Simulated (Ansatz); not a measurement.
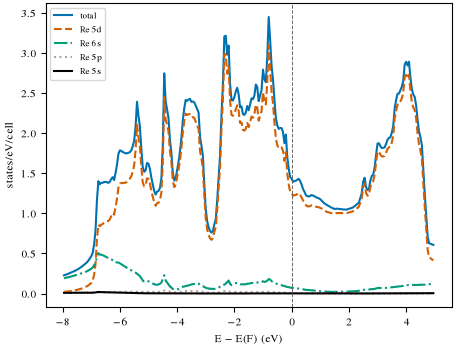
Fig. 1. Total and projected density of states of Re (hcp (Mg type), P6_3/mmc), DFT-r²SCAN in the program Ansatz with PAW potentials

**Question.** Which orbitals carry the states next to the Fermi level?

**Answer.** Within 0.5 eV of the Fermi level: Re 5d 88 %, outside the projected shells 7 %. Projections are on Löwdin-orthogonalised atomic valence shells; empty p or d shells of many metals are not among them.

**Question.** Where is the tallest occupied peak in this window, and what makes it?

**Answer.** Near -0.8 eV, about 3.4 states/eV per cell; the largest projected share is Re 5d.

The r²SCAN relaxation kept the symmetry of its start; of distortions, only those at the zone centre were tested. The run is not spin-polarised. Scalar-relativistic: spin–orbit coupling is off unless named, which matters more the heavier the elements.

Potentials: the earlier of the program's two PAW sets.
